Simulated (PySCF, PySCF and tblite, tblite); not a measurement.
**1,2-difluoroethane (C2H4F2): conformers and averaged spectra**

Aim: find the conformers of 1,2-difluoroethane (C2H4F2) (`FCCF`), weigh them, and average their properties.

Programs: PySCF 2.14.0 with density-fitted response routines of our own, and tblite 0.8.0. All values are computed, except where a source is named. Atoms count from 0 throughout.

## (1) The molecule as given

8 atoms, charge 0, multiplicity 1; geometry from: MMFF94s geometry.

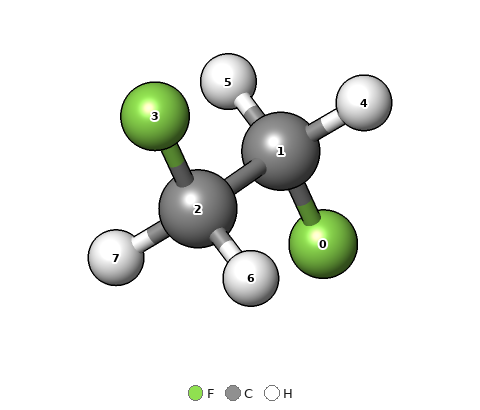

The starting geometry (fluorine green, carbon grey, hydrogen white), atoms numbered.

## (2) GFN2-xTB relaxation, conformer 1

The job: settings as JSON, then the geometry in Å.

```
{"job": {"xc": "GFN2-xTB", "basis": "xTB", "kind": "relax"}, "charge": 0, "multiplicity": 1}
F     -1.418000     1.029100    -0.035800
C     -0.745300    -0.136500    -0.064500
C      0.748700     0.137100     0.054600
F      1.424900    -1.024800     0.022900
H     -1.085000    -0.760500     0.787400
H     -0.980300    -0.666100    -0.988000
H      0.975000     0.668200     0.978100
H      1.089100     0.763100    -0.779300
```

On the command line:

```console
> OMP_NUM_THREADS=1 python ens_run.py task.json out
```

One launch serves the whole session.

The log of the run:

```text
step      E/eV     max force
  0    -429.34184    1.042
  1    -429.36439    0.233
  2    -429.36630    0.150
  3    -429.36929    0.094
  4    -429.36989    0.087
  5    -429.37050    0.044
  6    -429.37062    0.024
  7    -429.37062    0.024
  8    -429.37065    0.016
  9    -429.37069    0.010
 10    -429.37069    0.006
 11    -429.37070    0.006
 12    -429.37070    0.006
 13    -429.37070    0.006
 14    -429.37070    0.005
 15    -429.37071    0.003
```

Wall time 0.03 s (1 thread of AMD EPYC 9R14, shared host).

The energy fell by 0.029 eV, and the atoms moved 0.02 Å (root mean square).

GFN2-xTB relaxation, conformer 2:

The job: settings as JSON, then the geometry in Å.

```
{"job": {"xc": "GFN2-xTB", "basis": "xTB", "kind": "relax"}, "charge": 0, "multiplicity": 1}
F     -1.277400     0.770700    -0.860600
C     -0.749900    -0.141100    -0.023200
C      0.766700     0.021300     0.023100
F      1.067900     1.170600     0.690200
H     -1.185500     0.010700     0.982300
H     -1.024800    -1.136900    -0.387400
H      1.169800     0.118800    -0.992500
H      1.242200    -0.804600     0.543600
```

The log of the run:

```text
step      E/eV     max force
  0    -429.29775    0.941
  1    -429.31150    0.167
  2    -429.31267    0.151
  3    -429.31651    0.128
  4    -429.31761    0.089
  5    -429.31850    0.095
  6    -429.31917    0.083
  7    -429.32004    0.081
  8    -429.32075    0.078
  9    -429.32126    0.073
 10    -429.32162    0.061
 11    -429.32193    0.058
 12    -429.32223    0.058
 13    -429.32253    0.060
 14    -429.32288    0.054
 15    -429.32333    0.071
 16    -429.32403    0.095
 17    -429.32517    0.103
 18    -429.32668    0.094
 19    -429.32777    0.107
 20    -429.32854    0.078
 21    -429.32915    0.060
 22    -429.32940    0.046
 23    -429.32959    0.028
 24    -429.32959    0.028
 25    -429.32963    0.020
 26    -429.32966    0.010
 27    -429.32967    0.009
 28    -429.32968    0.006
 29    -429.32969    0.005
 30    -429.32969    0.004
 31    -429.32969    0.004
```

It took 0.08 s on 1 thread of AMD EPYC 9R14, shared host.

Relaxing gained 0.032 eV and moved the atoms by 0.11 Å on average (rms).

## (3) DFT optimisation, conformer 1: PBE0-D3(BJ)/def2-SVP

The job: settings as JSON, then the geometry in Å.

```
{"job": {"kind": "geom", "xc": "PBE0", "basis": "def2-SVP", "d3": "d3bj", "grid": 1, "maxiter": 40}, "charge": 0, "multiplicity": 1}
F     -1.439990     1.030299    -0.037357
C     -0.745087    -0.148331    -0.056531
C      0.747403     0.150341     0.050683
F      1.443255    -1.027614     0.027493
H     -1.088759    -0.748625     0.791913
H     -0.978995    -0.654622    -0.998492
H      0.981301     0.654390     0.993825
H      1.089928     0.753574    -0.796100
```

The log of the run:

```text
step   0  E = -277.79005099  max force = 0.010488
step   1  E = -277.78977487  max force = 0.011107
step   2  E = -277.79095226  max force = 0.005292
step   3  E = -277.79108562  max force = 0.000492
step   4  E = -277.79108673  max force = 0.000324
optimisation converged
```

It took 6 s on 1 thread of AMD EPYC 9R14, shared host; peak memory 0.34 GiB.

Relaxing gained 0.028 eV and moved the atoms by 0.02 Å on average (rms).

## (4) DFT optimisation, conformer 2: PBE0-D3(BJ)/def2-SVP

The job: settings as JSON, then the geometry in Å.

```
{"job": {"kind": "geom", "xc": "PBE0", "basis": "def2-SVP", "d3": "d3bj", "grid": 1, "maxiter": 40}, "charge": 0, "multiplicity": 1}
F     -1.313530     0.671751    -0.962834
C     -0.748687    -0.139291    -0.013737
C      0.763096     0.033174     0.016695
F      1.117976     1.092600     0.809972
H     -1.189257     0.135206     0.949563
H     -1.011654    -1.167226    -0.280973
H      1.149756     0.236879    -0.986537
H      1.241358    -0.853680     0.443285
```

The log of the run:

```text
step   0  E = -277.78982810  max force = 0.011678
step   1  E = -277.79176688  max force = 0.006600
step   2  E = -277.79194968  max force = 0.001375
step   3  E = -277.79198691  max force = 0.000496
step   4  E = -277.79203146  max force = 0.000960
step   5  E = -277.79203813  max force = 0.000656
step   6  E = -277.79203897  max force = 0.000154
optimisation converged
```

It took 7.4 s on 1 thread of AMD EPYC 9R14, shared host; peak memory 0.34 GiB.

The energy fell by 0.060 eV, and the atoms moved 0.13 Å (root mean square).

## (5) Shieldings, conformer 1: wB97X-D/pcSseg-1

The job: settings as JSON, then the geometry in Å.

```
{"job": {"xc": "wB97X-D", "basis": "pcSseg-1", "kind": "nmr", "pop": true}, "charge": 0, "multiplicity": 1}
F      0.053015     1.204665     1.286224
C      0.129637    -0.047837     0.740495
C     -0.127478     0.050171    -0.746846
F     -0.051978    -1.202492    -1.292351
H      1.131086    -0.471335     0.927060
H     -0.620084    -0.703886     1.214403
H      0.622670     0.705478    -1.221095
H     -1.128623     0.474477    -0.933220
```

The log of the run:

```text
coarse grid: 6824 points
cycle   1  E = -278.0755021931  dE =  3.672e-01  |g| = 6.537e-01  |ddm| = 2.190e+00
cycle   2  E = -278.0671852288  dE =  8.317e-03  |g| = 7.479e-01  |ddm| = 6.473e-01
cycle   3  E = -278.1459371111  dE = -7.875e-02  |g| = 3.143e-02  |ddm| = 3.370e-01
cycle   4  E = -278.1460993801  dE = -1.623e-04  |g| = 7.921e-03  |ddm| = 1.970e-02
cycle   5  E = -278.1461130130  dE = -1.363e-05  |g| = 2.696e-03  |ddm| = 8.384e-03
cycle   6  E = -278.1461147271  dE = -1.714e-06  |g| = 3.106e-04  |ddm| = 2.163e-03
final grid: 67112 points
cycle   7  E = -278.1835381572  dE = -8.405e-05  |g| = 7.242e-03  |ddm| = 2.566e-02
cycle   8  E = -278.1835374612  dE =  6.960e-07  |g| = 7.952e-03  |ddm| = 7.004e-03
cycle   9  E = -278.1835457101  dE = -8.249e-06  |g| = 2.781e-04  |ddm| = 3.398e-03
cycle  10  E = -278.1835457429  dE = -3.276e-08  |g| = 1.293e-04  |ddm| = 7.404e-04
cycle  11  E = -278.1835457469  dE = -4.091e-09  |g| = 1.798e-05  |ddm| = 1.300e-04
cycle  12  E = -278.1835457472  dE = -2.277e-10  |g| = 2.874e-06  |ddm| = 6.928e-05
converged SCF energy = -278.1835457472

GIAO shielding tensors (ppm)
atom      isotropic    diamagn.    paramagn.     s11        s22        s33       span
  0 F      443.659     471.453     -27.795    411.529    449.033    470.414     58.885
  1 C      104.052     243.317    -139.265     71.783     78.008    162.363     90.580
  2 C      104.052     243.314    -139.262     71.785     78.009    162.363     90.577
  3 F      443.660     471.453     -27.793    411.528    449.037    470.416     58.888
  4 H       26.889      28.379      -1.490     23.837     26.880     29.948      6.111
  5 H       26.889      28.381      -1.493     23.838     26.881     29.947      6.110
  6 H       26.888      28.372      -1.485     23.837     26.879     29.947      6.110
  7 H       26.889      28.377      -1.487     23.838     26.882     29.948      6.111
```

Run time: 5.1 s. Hardware: 1 thread of AMD EPYC 9R14, shared host; peak memory 0.44 GiB.

This run: HOMO -11.51 eV, LUMO 3.61 eV; dipole 0.00 D.

Orbitals, density, ELF and potential are computed afterwards from the orbital file.

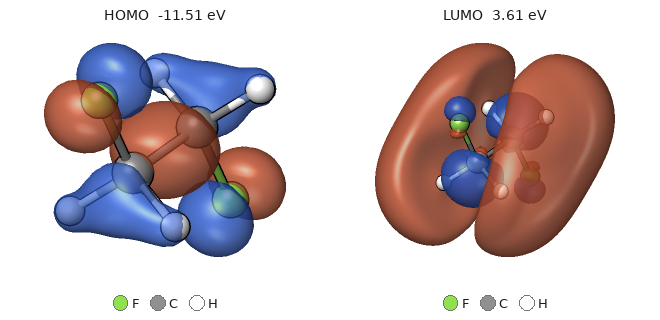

Frontier orbitals at wB97X-D/pcSseg-1; each surface holds 70 % of the orbital's density, blue and red mark the sign.

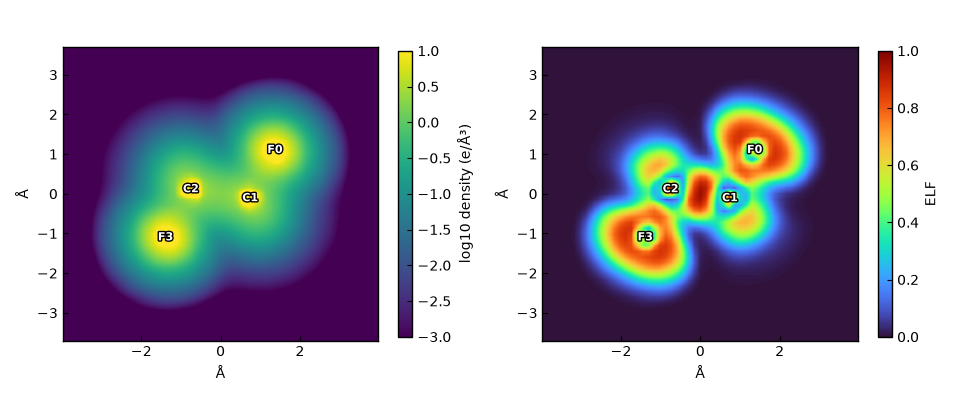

Density (left) and ELF (right) in a plane through or near 4 of the atoms.

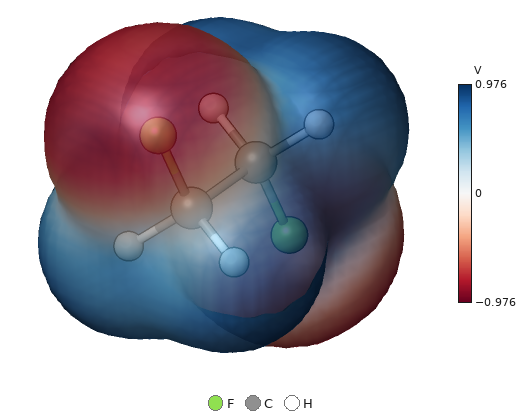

The potential that a unit positive charge feels on the 0.002 e/bohr³ surface, from the 1st to the 99th percentile, from -0.89 V near F0 to 0.98 V near H4.

## (6) Single-point energy, conformer 1: CAM-B3LYP/def2-TZVP

Changed since step 5:

```diff
@@ -1,2 +1,2 @@
-{"job": {"xc": "wB97X-D", "basis": "pcSseg-1", "kind": "nmr", "pop": true}, "charge": 0, "multiplicity": 1}
+{"job": {"xc": "CAM-B3LYP", "basis": "def2-TZVP", "kind": "sp"}, "charge": 0, "multiplicity": 1}
 F      0.053015     1.204665     1.286224
```

The log of the run:

```text
coarse grid: 6824 points
cycle   1  E = -278.2543358331  dE =  3.564e-01  |g| = 6.538e-01  |ddm| = 1.889e+00
cycle   2  E = -278.2200297302  dE =  3.431e-02  |g| = 8.566e-01  |ddm| = 7.133e-01
cycle   3  E = -278.3213117201  dE = -1.013e-01  |g| = 3.504e-02  |ddm| = 3.776e-01
cycle   4  E = -278.3214810800  dE = -1.694e-04  |g| = 6.978e-03  |ddm| = 1.879e-02
cycle   5  E = -278.3214903849  dE = -9.305e-06  |g| = 2.138e-03  |ddm| = 7.458e-03
final grid: 67112 points
cycle   6  E = -278.3219769169  dE = -3.598e-05  |g| = 5.099e-03  |ddm| = 2.226e-02
cycle   7  E = -278.3219765085  dE =  4.085e-07  |g| = 5.661e-03  |ddm| = 5.380e-03
cycle   8  E = -278.3219820244  dE = -5.516e-06  |g| = 6.989e-04  |ddm| = 2.628e-03
cycle   9  E = -278.3219820903  dE = -6.585e-08  |g| = 1.587e-04  |ddm| = 4.656e-04
cycle  10  E = -278.3219820943  dE = -4.060e-09  |g| = 1.349e-05  |ddm| = 1.093e-04
cycle  11  E = -278.3219820944  dE = -3.342e-11  |g| = 1.845e-06  |ddm| = 1.492e-05
converged SCF energy = -278.3219820944
```

Wall time 2.6 s (1 thread of AMD EPYC 9R14, shared host); peak memory 0.62 GiB.

This run: HOMO -11.12 eV, LUMO 2.24 eV; dipole 0.00 D.

## (7) Shieldings, conformer 2: wB97X-D/pcSseg-1

The job: settings as JSON, then the geometry in Å.

```
{"job": {"xc": "wB97X-D", "basis": "pcSseg-1", "kind": "nmr", "pop": false}, "charge": 0, "multiplicity": 1}
F     -1.183870     0.794552    -1.025774
C     -0.728183    -0.130599    -0.127306
C      0.740172     0.044309     0.128728
F      0.982701     1.190712     0.834203
H     -1.288687    -0.019149     0.816932
H     -0.908858    -1.143616    -0.528999
H      1.284379     0.092046    -0.830283
H      1.113970    -0.820595     0.705317
```

The log of the run:

```text
coarse grid: 6824 points
cycle   1  E = -278.0657923303  dE =  3.887e-01  |g| = 6.829e-01  |ddm| = 2.177e+00
cycle   2  E = -278.0512728447  dE =  1.452e-02  |g| = 8.144e-01  |ddm| = 7.298e-01
cycle   3  E = -278.1450670607  dE = -9.379e-02  |g| = 3.066e-02  |ddm| = 3.789e-01
cycle   4  E = -278.1452463066  dE = -1.792e-04  |g| = 8.091e-03  |ddm| = 2.340e-02
cycle   5  E = -278.1452620734  dE = -1.577e-05  |g| = 2.713e-03  |ddm| = 1.020e-02
cycle   6  E = -278.1452638774  dE = -1.804e-06  |g| = 4.179e-04  |ddm| = 2.385e-03
final grid: 67112 points
cycle   7  E = -278.1839387803  dE = -9.302e-05  |g| = 7.292e-03  |ddm| = 2.633e-02
cycle   8  E = -278.1839378993  dE =  8.810e-07  |g| = 8.057e-03  |ddm| = 7.071e-03
cycle   9  E = -278.1839463863  dE = -8.487e-06  |g| = 3.184e-04  |ddm| = 3.554e-03
cycle  10  E = -278.1839464202  dE = -3.391e-08  |g| = 1.519e-04  |ddm| = 7.174e-04
cycle  11  E = -278.1839464256  dE = -5.361e-09  |g| = 1.825e-05  |ddm| = 1.381e-04
cycle  12  E = -278.1839464258  dE = -2.244e-10  |g| = 5.327e-06  |ddm| = 6.826e-05
converged SCF energy = -278.1839464258

GIAO shielding tensors (ppm)
atom      isotropic    diamagn.    paramagn.     s11        s22        s33       span
  0 F      421.965     471.840     -49.875    383.577    426.295    456.021     72.444
  1 C      100.486     242.911    -142.425     71.652     84.308    145.497     73.845
  2 C      100.489     242.903    -142.415     71.658     84.311    145.496     73.837
  3 F      421.964     471.849     -49.885    383.574    426.303    456.016     72.443
  4 H       26.596      28.097      -1.501     22.893     26.114     30.783      7.890
  5 H       27.211      28.555      -1.344     23.262     27.042     31.328      8.067
  6 H       26.597      28.089      -1.492     22.894     26.114     30.784      7.891
  7 H       27.211      28.555      -1.344     23.262     27.043     31.328      8.066
```

Wall time 3 s (1 thread of AMD EPYC 9R14, shared host); peak memory 0.44 GiB.

This run: HOMO -11.41 eV, LUMO 3.37 eV; dipole 2.78 D.

(Part 1 of 2 ends here.)
